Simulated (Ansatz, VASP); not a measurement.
## Cross-check of LiCl between VASP and Ansatz

Aim: how closely do two programs agree when they are given the same cell, functional and k mesh? The cell is taken from a series of VASP runs on this material, whose earlier steps may have relaxed, scaled or displaced it; both programs get it as it stands. Valence electrons are named where the data sets of a main pair hold unlike numbers.

Method: plane waves, with VASP 6.6.1 beside it; single point at PBE, band structure at PBE and dielectric response at PBE, in Ansatz 0.2.0.

### 1. The structure

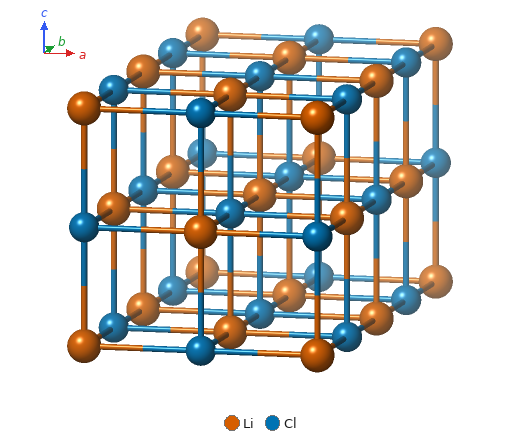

The starting structure, seen slightly off an axis (lithium orange, chlorine blue). 1×2×1 cells are drawn. This picture shows the conventional cell, with its axes. Some periodic images of atoms are drawn too.

As a file:

```xyz
2
Lattice="0.0000 2.5720 2.5720 2.5720 0.0000 2.5720 2.5720 2.5720 0.0000" Properties=species:S:1:pos:R:3 pbc="T T T"
Li    0.0000    0.0000    0.0000
Cl    2.5720    2.5720    2.5720
```

### 2. VASP: single point, PBE

A single point gives forces, pressure and levels at one fixed geometry, so differences don't come from the geometry; what else differs is listed under the comparison.

Lines of VASP's logs that name or quote its potential files are left out, and so is its time.

Input file INCAR:

```
SYSTEM = LiCl
PREC = Accurate
ENCUT = 650
EDIFF = 1E-06
NELM = 100
ISMEAR = 0
SIGMA = 0.05
LREAL = .FALSE.
ALGO = Normal
GGA = PE
NBANDS = 11
LORBIT = 11
LWAVE = .FALSE.
LCHARG = .TRUE.
ISIF = 2
LELF = .TRUE.
LVHAR = .TRUE.
```

Input file POSCAR:

```
LiCl
1.0
    0.0000000000      2.5720326364      2.5720326364
    2.5720326364      0.0000000000      2.5720326364
    2.5720326364      2.5720326364      0.0000000000
Li Cl
1 1
Direct
    0.0000000000      0.0000000000      0.0000000000
    0.5000000000      0.5000000000      0.5000000000
```

Input file KPOINTS:

```
Automatic mesh
0
Gamma
8 8 8
0 0 0
```

Potentials, in the order of the species: Li_sv and Cl (PBE family, release 64).

Command:

```
mpirun -np 2 vasp_std
```

Numbers of over 12 decimals in the logs are rounded to 6 here.

Output:

```text
[banner, memory and clock lines left out]
running    2 mpi-ranks, on    1 nodes
 distrk:  each k-point on    2 cores,    1 groups
 distr:  one band on    1 cores,    2 groups

 POSCAR found type information on POSCAR LiCl
 POSCAR found :  2 types and       2 ions
 LDA part: xc-table for (Slater+PW92), standard interpolation
|                                                                             |
|           W    W    AA    RRRRR   N    N  II  N    N   GGGG   !!!           |
|           W    W   A  A   R    R  NN   N  II  NN   N  G    G  !!!           |
|           W    W  A    A  R    R  N N  N  II  N N  N  G       !!!           |
|           W WW W  AAAAAA  RRRRR   N  N N  II  N  N N  G  GGG   !            |
|           WW  WW  A    A  R   R   N   NN  II  N   NN  G    G                |
|           W    W  A    A  R    R  N    N  II  N    N   GGGG   !!!           |
|                                                                             |
|     The number of bands has been changed from the values supplied in        |
|     The orbitals not found in the WAVECAR file will be initialized with     |
|     random numbers, which is usually adequate. For correlated               |
|     calculations, however, you should redo the groundstate calculation.     |
|     I found NBANDS = 11. Now, NBANDS = 12.                                  |
|                                                                             |

 POSCAR, INCAR and KPOINTS ok, starting setup
 FFT: planning ... GRIDC
 FFT: planning ... GRID_SOFT
 FFT: planning ... GRID
 WAVECAR not read
 entering main loop
       N       E                     dE             d eps       ncg     rms          rms(c)
DAV:   1     0.425617471485E+02    0.42562E+02   -0.46784E+03   696   0.898E+02
DAV:   2    -0.471810717900E+01   -0.47280E+02   -0.44993E+02   876   0.151E+02
DAV:   3    -0.738500802328E+01   -0.26669E+01   -0.26572E+01   928   0.371E+01
DAV:   4    -0.744925567822E+01   -0.64248E-01   -0.64231E-01   900   0.586E+00
DAV:   5    -0.745061308497E+01   -0.13574E-02   -0.13574E-02   948   0.751E-01    0.238E+00
DAV:   6    -0.737979530801E+01    0.70818E-01   -0.15431E-01   872   0.182E+00    0.169E+00
DAV:   7    -0.738105609791E+01   -0.12608E-02   -0.48966E-02  1052   0.118E+00    0.922E-01
DAV:   8    -0.738519818893E+01   -0.41421E-02   -0.66438E-03   812   0.578E-01    0.160E-01
DAV:   9    -0.738515858745E+01    0.39601E-04   -0.19041E-04   868   0.993E-02    0.570E-02
DAV:  10    -0.738522046365E+01   -0.61876E-04   -0.11912E-04   804   0.724E-02    0.505E-02
DAV:  11    -0.738522035782E+01    0.10583E-06   -0.13639E-05   876   0.225E-02    0.183E-03
DAV:  12    -0.738522073545E+01   -0.37763E-06   -0.52772E-07   760   0.531E-03
   1 F= -.73852207E+01 E0= -.73852207E+01  d E =-.648640E-22
```

Parts of OUTCAR (step 2):

```text
ion  position               nearest neighbor table
   1  0.000  0.000  0.000-   2 2.57   2 2.57   2 2.57   2 2.57   2 2.57   2 2.57
   2  0.500  0.500  0.500-   1 2.57   1 2.57   1 2.57   1 2.57   1 2.57   1 2.57

  LATTYP: Found a face centered cubic cell.
 ALAT       =     5.1440652728

 Subroutine GETGRP returns: Found 48 space group operations
 (whereof 48 operations were pure point group operations)

The static configuration has the point symmetry O_h .

 Found     29 irreducible k-points:

   k-points           NKPTS =     29   k-points in BZ     NKDIM =     29   number of bands    NBANDS=     12

   dimension x,y,z NGX =    30 NGY =   30 NGZ =   30
   dimension x,y,z NGXF=    60 NGYF=   60 NGZF=   60

   ENCUT  =  650.0 eV  47.77 Ry    6.91 a.u.   7.56  7.56  7.56*2*pi/ulx,y,z

   NELECT =      10.0000    total number of electrons

 k-points in reciprocal lattice and weights: Automatic mesh
   0.00000000  0.00000000  0.00000000       0.002
   0.12500000  0.00000000  0.00000000       0.016
   0.25000000  0.00000000  0.00000000       0.016
   0.37500000  0.00000000  0.00000000       0.016
   0.50000000  0.00000000  0.00000000       0.008
   0.12500000  0.12500000  0.00000000       0.012
   0.25000000  0.12500000  0.00000000       0.047
   0.37500000  0.12500000  0.00000000       0.047
   0.50000000  0.12500000  0.00000000       0.047
[...]
-0.37500000  0.50000000  0.12500000       0.023
  -0.25000000  0.50000000  0.25000000       0.012

 average (electrostatic) potential at core
       1 -62.0977       2 -92.6599

 E-fermi :   0.8420

 k-point     1 :       0.0000    0.0000    0.0000
  band No.  band energies     occupation
      1     -43.0177      2.00000
      2     -12.8513      2.00000
      3       0.5155      2.00000
      4       0.5155      2.00000
      5       0.5155      2.00000
      6       6.8065      0.00000
      7      12.4472      0.00000
      8      12.4472      0.00000
      9      12.4472      0.00000
     10      14.9938      0.00000
    ...

 k-point     2 :       0.1250    0.0000    0.0000
  band No.  band energies     occupation
      1     -43.0174      2.00000
      2     -12.7772      2.00000
      3      -0.0040      2.00000
      4       0.4751      2.00000
      5       0.4751      2.00000
      6       7.2661      0.00000
      7      11.6588      0.00000
      8      12.3406      0.00000
      9      12.3406      0.00000
     10      13.5948      0.00000
    ...

 k-point     3 :       0.2500    0.0000    0.0000
  band No.  band energies     occupation
      1     -43.0166      2.00000
      2     -12.5884      2.00000
      3      -1.0447      2.00000
      4       0.3828      2.00000
      5       0.3828      2.00000
      6       7.7083      0.00000
      7      11.1980      0.00000
      8      11.1980      0.00000
      9      11.4620      0.00000
     10      14.4471      0.00000
    ...

  Total        0.0043253      0.0043253      0.0043253     -0.0000000      0.0000000     -0.0000000
  in kB        0.2036438      0.2036438      0.2036438     -0.0000000      0.0000000     -0.0000000
  external PRESSURE =       0.2036438 kB  Pullay stress =       0.0000000 kB

  energy-cutoff  :      650.00
  volume of cell :       34.03
      direct lattice vectors                 reciprocal lattice vectors
     0.000000000  2.572032636  2.572032636    -0.194398777  0.194398777  0.194398777
     2.572032636  0.000000000  2.572032636     0.194398777 -0.194398777  0.194398777
     2.572032636  2.572032636  0.000000000     0.194398777  0.194398777 -0.194398777

 POSITION                                       TOTAL-FORCE (eV/Angst)
 -----------------------------------------------------------------------------------
      0.00000      0.00000      0.00000        -0.000000     -0.000000      0.000000
      2.57203      2.57203      2.57203         0.000000      0.000000     -0.000000
 -----------------------------------------------------------------------------------
    total drift:                               -0.000000     -0.000000      0.000000

  FREE ENERGIE OF THE ION-ELECTRON SYSTEM (eV)
  ---------------------------------------------------
  free  energy   TOTEN  =        -7.3852207354 eV

  energy  without entropy=       -7.3852207354  energy(sigma->0) =       -7.38522074

 total charge
# of ion       s       p       d       tot
------------------------------------------
    1        2.006   0.033   0.000   2.039
    2        1.589   3.590   0.000   5.179
--------------------------------------------------
tot          3.595   3.623   0.000   7.219

[... 3 further parts left out ...]
```

The gap is read on the k-mesh alone, so it is an upper bound where the band edges lie off the mesh.

### 3. Ansatz: single point, PBE

Ansatz runs on its default PAW (the set named soft_2) files.

The same cell, functional, mesh and smearing now go to Ansatz, which takes its cutoff from its data sets.

Input file input.yaml:

```yaml
crystal:
  lattice:
    - [0.0, 2.5720326364, 2.5720326364]
    - [2.5720326364, 0.0, 2.5720326364]
    - [2.5720326364, 2.5720326364, 0.0]
  atoms:
    - { symbol: Li, position: [0.0, 0.0, 0.0] }
    - { symbol: Cl, position: [0.5, 0.5, 0.5] }
hamiltonian:
  xc: pbe
  pseudopotentials: { kind: paw }
kpoints:
  mp_grid: { grid: [8, 8, 8] }
scf:
  occupations: { method: gaussian, width: 0.05 }
  n_extra_bands: 4
output:
  forces: true
  stress: true
  eigenvalues: true
  write_density: true
  write_potential: true
  elf: true
  volumetric_format: npy
```

Command:

```
ansatz run input.yaml --threads 2 --pin off --max-ram 4608MiB --backend cpu --events-out ev --progress --plain --runs-dir out
```

Output:

```text
scf.n_extra_bands = 4 over 5 filled bands (N_el = 10.0): the run solves 9 bands
Engine: ansatz 0.2.0, aarch64-unknown-linux-gnu
Pseudopotentials: kind: paw
Pseudopotential: Li, paw, valence charge 3, recommended cutoff 420 eV (normal), Li.paw.azcp
Pseudopotential: Cl, paw, valence charge 7, recommended cutoff 420 eV (normal), Cl.paw.azcp
Functional definition: PBE
  parameter kappa = 0.804
  parameter beta = 0.066725
  exchange = pbe_x(kappa = kappa, mu = beta*pi^2/3)
  correlation = pbe_c(beta = beta)
Crystal: 2 atoms, lattice volume = 34.030 Å³
Basis set: ecut = 420 eV, 645 PW (Γ), exchange–correlation on 50×50×50 points (8 copies of the dense FFT grid, shifted against one another)
Bands: 9, of which v1, the nominal top of the filled ones, is band 5 counted from 1 (4 counted from 0)
Symmetry: 48 space group operations
Space group: Fm-3m (ITA 225), of the structure as read, at distance tolerance 3.2e-5 Å
k-points: 29 of 512
Non-local potential: Li, projectors of the file, l = 0: 3, l = 1: 2, l = 2: 1
Non-local potential: Cl, projectors of the file, l = 0: 2, l = 1: 2, l = 2: 2
PAW form: soft (Blöchl's): semilocal exchange-correlation on the pseudo side does not see the compensation charge
PAW one-centre angular grid: Li, 110 points (default); XC on 64 Gauss nodes
PAW one-centre angular grid: Cl, 110 points (default); XC on 64 Gauss nodes
Initial density: superposition of atomic densities (neutral atoms: chi_scale 0, normalization atom), corrected by the library's trained network
Initial wavefunctions: pseudopotential atomic-orbital guess
Functional: x = pbe(κ = 0.804, μ = 0.219515), c = pbe(β = 0.066725)
SCF iter   1: F=—  HF=-1287.833965 eV  |F-HF|=—  |Δ(HF+E_count)|=         —  Δρ=2.17e-4  dr2=1.58e-5  ethr=1.77e-3  ⟨swp⟩=6.6  Hψ=1847  notcnv=0
preconditioner: auto → none  [insulator: Δε(μ)=6.284 eV  Ē_g=14.079 eV  σ=0.050 eV  W_gap=1.00  n_scr=8 (ndim 8)  ℏωp=18.0 eV  f_vac=0.000  D(μ)=0.00/eV (n_scr^D=0)  ε∞_Penn≈2.6]
SCF iter   2: F=—  HF=-1287.833866 eV  |F-HF|=—  |Δ(HF+E_count)|=   9.93e-5  Δρ=1.17e-4  dr2=4.66e-6  ethr=1.58e-7  ⟨swp⟩=2.7  Hψ=674  notcnv=0
SCF iter   3: F=—  HF=-1287.833851 eV  |F-HF|=—  |Δ(HF+E_count)|=   1.50e-5  Δρ=5.77e-5  dr2=1.37e-6  ethr=4.66e-8  ⟨swp⟩=2.0  Hψ=377  notcnv=0
iter 4 did not close the SCF: its close was put off for the readings that it lacked (scf_convergence_deferred on its scf_iter line)
SCF iter   4: F=-1287.833850 eV  HF=-1287.833850 eV  |F-HF|=6.51e-9  |Δ(HF+E_count)|=   4.95e-7  Δρ=1.38e-5  dr2=4.88e-8  ethr=1.37e-8  ⟨swp⟩=2.3  Hψ=349  notcnv=0
iter 5 did not close the SCF: its close was put off for the readings that it lacked (scf_convergence_deferred on its scf_iter line)
SCF iter   5: F=-1287.833850 eV  HF=-1287.833850 eV  |F-HF|=3.51e-10  |Δ(HF+E_count)|=   1.56e-8  Δρ=1.21e-6  dr2=5.82e-10  ethr=4.88e-10  ⟨swp⟩=2.1  Hψ=365  notcnv=0
SCF iter   6: F=-1287.833850 eV  HF=-1287.833850 eV  |F-HF|=9.09e-13  |Δ(HF+E_count)|=  1.23e-10  Δρ=1.42e-7  dr2=6.43e-12  ethr=5.82e-12  ⟨swp⟩=4.0  Hψ=1138  notcnv=0
SCF 1 converged in 6 iterations: F = -1287.833850 eV  dr2 = 6.43e-12
  greatest PAW one-centre occupation: 1.000 electrons in one spin orbital (limit 2), on the Li atom at site 0 (counted from 0), in its partial waves of l = 0
SCF converged after 6 iterations
Free energy (F): -1287.833850 eV
Harris-Foulkes:  -1287.833850 eV  (|F-HF|=9.09e-13)
Internal energy: -1287.833850 eV  (E = F + TS)
E sigma→0 (E₀):  -1287.833850 eV
Fermi energy:    4.772145 eV
--- Per-component energies (eV) ---
  E_band       = -103.861231
  E_kinetic    = 183.657565
  E_local      = -326.714624  (includes V_loc(G=0)·N_el)
  E_nonlocal   = -4.748598
  E_hartree    = 95.283319
  E_xc         = -118.634767
  E_vxc        = -136.879413  (∫ρ·V_xc dr)
  E_paw        = -680.422958  (= ΣΔE_a)
  E_vpaw       = -9.742853  (= ΣTr[D̂ρ^β])
  E_aug_tail   = 0.000081  (compensation charges beyond the density's cutoff)
  E_ewald      = -436.253869
  E_smearing   = -0.000000  (= −TS)
  E_closure    = -0.000000  (closes the sum)
  Σ components = -1287.833850   (vs F -1287.833850, Δ=0.00e0)
--- Forces (eV/Å), atoms counted from 1 ---
  atom   1  Li    -0.00000000     0.00000000    -0.00000000
  atom   2  Cl     0.00000000    -0.00000000     0.00000000
  max |Σ_I F_I| component: 1.24e-29 eV/Å
--- Stress (GPa, compression-positive) ---
        0.118519      -0.000000      -0.000000
       -0.000000       0.118519      -0.000000
       -0.000000       0.000000       0.118519
  P = ⅓ Tr σ = 0.1185 GPa (1.185 kbar)
--- Band table (eV; the first three rows and the last of 29) ---
  k-point 0: bands = ["-41.8877", "-11.7358", "1.6320", "1.6320", "1.6320", "7.9118", "13.4172", "13.4172", "13.4172"]
  k-point 1: bands = ["-41.8873", "-11.6616", "1.1117", "1.5916", "1.5916", "8.3735", "12.6793", "13.3364", "13.3364"]
  k-point 2: bands = ["-41.8864", "-11.4728", "0.0702", "1.4993", "1.4993", "8.8130", "12.2322", "12.2322", "12.5220"]
  k-point 28: bands = ["-41.8843", "-10.9476", "-0.4561", "-0.4561", "0.5859", "11.0827", "11.7116", "11.9914", "11.9914"]
```

Wall time 1.1 s (2 threads of Arm Neoverse N1, shared host); peak memory 0.27 GiB; 1.6 s of CPU time.

The run ends at a pressure of 0.12 GPa.

### 4. Comparison

Known differences besides the potentials themselves: the cutoff is 420 eV in Ansatz and 650 eV in VASP; VASP leaves aspherical gradient terms in its spheres out (LASPH is not set), Ansatz keeps them. Total energies have different zeros and are not compared.

The two programs side by side:

| quantity | Ansatz | VASP | difference |
| --- | --- | --- | --- |
| pressure (GPa) | 0.12 | 0.02 | +0.10 |
| gap on the k mesh (eV) | 6.280 | 6.291 | -0.011 |

A gap on the mesh is an upper bound, since the band edges may lie between its points.

### 5. What the set-up changes

Further runs change the set-up of one program: Ansatz's method, potentials or start, or VASP's data sets, cutoff or form of LDA. The table gives Ansatz less VASP for each quantity, since a change that brings one quantity closer may part another.

| run | pressure (GPa) | gap on the k mesh (eV) |
| --- | --- | --- |
| as above | 0.098 | -0.011 |
| Ansatz's all-electron LAPW method | 0.10 | -0.014 |

### 6. Ansatz: band structure, PBE

The same path points are solved in both programs, so levels can be compared one by one.

The cell is taken from a series of VASP runs on this material, whose earlier steps may have relaxed, scaled or displaced it; both programs get it as it stands.

input.yaml, the sections that differ from step 3:

```yaml
kpoints:
  mp_grid: { grid: [8, 8, 8] }
  band_path:
    path:
      - [0.0, 0.0, 0.0]
      - [0.16667, 0.0, 0.16667]
      - [0.33333, 0.0, 0.33333]
      - [0.5, 0.0, 0.5]
      - [0.5, 0.08333, 0.58333]
      - [0.5, 0.18333, 0.68333]
      - [0.5, 0.25, 0.75]
      - [0.45, 0.3, 0.75]
      - [0.40833, 0.34167, 0.75]
      - [0.35, 0.35, 0.7]
      - [0.225, 0.225, 0.45]
      - [0.075, 0.075, 0.15]
      - [0.03333, 0.03333, 0.03333]
      - [0.23333, 0.23333, 0.23333]
      - [0.4, 0.4, 0.4]
      - [0.51667, 0.46667, 0.51667]
      - [0.55833, 0.38333, 0.55833]
      - [0.60833, 0.28333, 0.60833]
      - [0.60833, 0.25, 0.64167]
      - [0.55833, 0.25, 0.69167]
      - [0.51667, 0.25, 0.73333]
      - [0.5, 0.3, 0.7]
      - [0.5, 0.38333, 0.61667]
      - [0.5, 0.48333, 0.51667]
      - [0.475, 0.475, 0.55]
      - [0.425, 0.425, 0.65]
      - [0.38333, 0.38333, 0.73333]
      - [0.59167, 0.18333, 0.59167]
      - [0.55, 0.1, 0.55]
      - [0.5, 0.0, 0.5]
    npoints: 1
scf:
  occupations: { method: gaussian, width: 0.05 }
  n_extra_bands: 7
# crystal, hamiltonian, output: as in step 3
```

Output:

```text
[...]
Crystal: 2 atoms, lattice volume = 34.030 Å³
Basis set: ecut = 420 eV, 645 PW (Γ), exchange–correlation on 50×50×50 points (8 copies of the dense FFT grid, shifted against one another)
Bands: 12, of which v1, the nominal top of the filled ones, is band 5 counted from 1 (4 counted from 0)
Symmetry: 48 space group operations
[...]
k-points: 29 of 512
[...]
k-point 0: bands = [... 1 lower, -11.7359, 1.6319, 1.6319, 1.6319, 7.9118, 13.4171, 13.4171, 13.4171, ... 3 higher]
  k-point 1: bands = [... 1 lower, -11.6617, 1.1116, 1.5915, 1.5915, 8.3735, 12.6792, 13.3364, 13.3364, ... 3 higher]
  k-point 2: bands = [... 1 lower, -11.4730, 0.0701, 1.4991, 1.4991, 8.8130, 12.2321, 12.2321, 12.5220, ... 3 higher]
  k-point 28: bands = [... 1 lower, -10.9477, -0.4562, -0.4562, 0.5857, 11.0826, 11.7115, 11.9913, 11.9913, ... 3 higher]
[key lines of the parts left out:]
SCF converged after 6 iterations
Free energy (F): -1287.833850 eV
Fermi energy:    4.772049 eV
P = ⅓ Tr σ = 0.1184 GPa (1.184 kbar)
```

The job ended after 1.4 s (2 threads; peak memory 0.27 GiB; 2.1 s of CPU time).

(Part 1 of 2 ends here.)

[Lines on the potential files, build, host, timing and source positions are cut from VASP's logs without a mark.]

[Logs are printed without paths, hosts, clocks, repeated set-up lines and the standing remarks that a program may print on its own settings, such as how far it seeks lower states.]

[Hosts, paths, dates, database ids (printed as entryN), source tags and the programs' standing remarks are cut or masked in the printed files.]
